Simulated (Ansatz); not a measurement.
C₂H₃I (SMILES C[C]I)

Input file:

```
crystal:
  periodic: [false, false, false]
  atoms:
    - {symbol: C, position_ang: [1.166679, -1.498977, 1.152700]}
    - {symbol: C, position_ang: [0.716936, -0.219121, 1.717661]}
    - {symbol: I, position_ang: [-0.470486, -0.509113, 3.397957]}
    - {symbol: H, position_ang: [0.572182, -1.560458, 0.222666]}
    - {symbol: H, position_ang: [1.049579, -2.431159, 1.711953]}
    - {symbol: H, position_ang: [2.194529, -1.370867, 0.790929]}
basis:
  gaussian:
    orbitals: def2-TZVPD
magnetization:
  spin_polarized: false
hamiltonian:
  xc: {name: PBE0}
output: {forces: true, orbitals: {seedname: orbitals}}
```

Run with:

```sh
ansatz run input.yaml --threads 2 --pin off --max-ram 4350MiB --events-out events.jsonl --progress --plain --runs-dir runs
```

Geometry: PBE0-D4/def2-TZVP; core potentials replace the inner electrons of I.

These are results of isolated molecule in a Gaussian basis; Kohn-Sham density functional theory, functional PBE0 in Ansatz, not measurements.

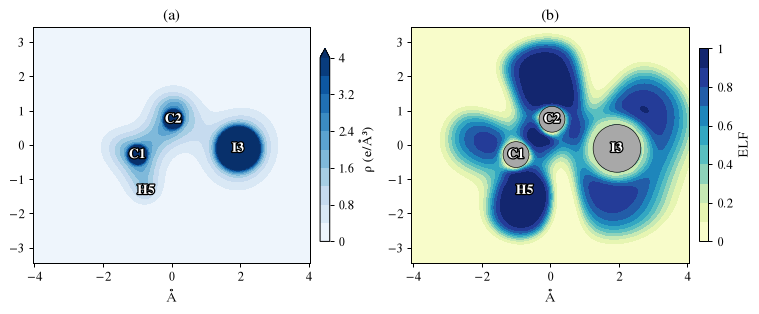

Figure 1. (a) electron density; (b) ELF on the plane of atoms C1, C2 and I3. Grey discs cover the atomic cores in the ELF map.

### Read the bonding off the picture.

- The plane passes through C, I and H nuclei.
- C–C (1.47 Å): ρ is about 1.9 e/Å³ halfway; the ELF peaks at about 0.95 between the atoms: localised, covalent bonding.
- C–I (2.08 Å): ρ is about 0.92 e/Å³ halfway; the ELF peaks at about 0.85 between the atoms (localised, covalent bonding).
- C–H (1.09 Å): ρ at the midpoint is about 2 e/Å³; the ELF climbs to about 1 towards the hydrogen, as it does in any bond to H (an ordinary covalent bond to hydrogen).
- The ELF also peaks beside I3 and C2, away from the bonds: lone-pair regions.

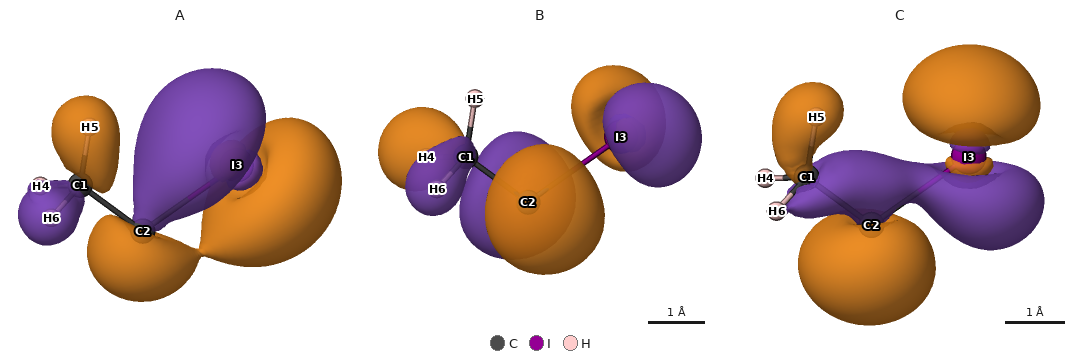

Figure 2. Three frontier orbitals at ±0.1 Å⁻³ᐟ² (orange and purple are the two phases), in no order.

### Which picture is the HOMO−1, the HOMO and the LUMO?

A is the HOMO−1 (−8.04 eV). Its weight (Hirshfeld) is mainly on I3 (about 75 %) and C2 (about 15 %); largely a lone pair of I3. C is the HOMO (−6.44 eV). By Hirshfeld shares it lies mainly on C2 (about 50 %), I3 (about 40 %) and C1 (about 5 %). B is the LUMO (−2.84 eV). Its weight (Hirshfeld) is mainly on C2 (about 60 %), I3 (about 25 %) and C1 (about 10 %).

### What is the HOMO–LUMO gap?

3.60 eV between the orbital energies.

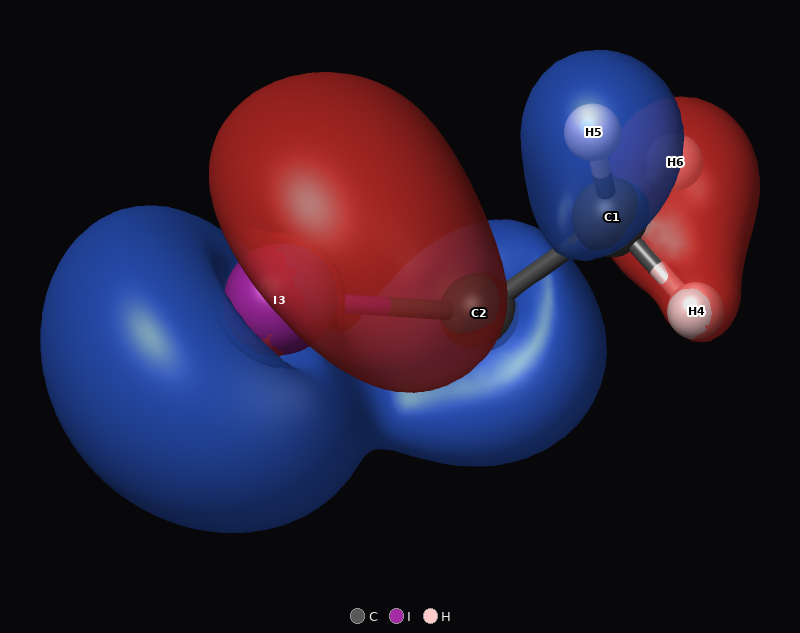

Figure 3. The HOMO−1 at ±0.08 Å⁻³ᐟ² (blue and red are the two phases), seen at an oblique angle.

### Describe this orbital and give its energy.

Its weight (Hirshfeld) is mainly on I3 (about 75 %) and C2 (about 15 %); largely a lone pair of I3. Its energy is −8.04 eV.
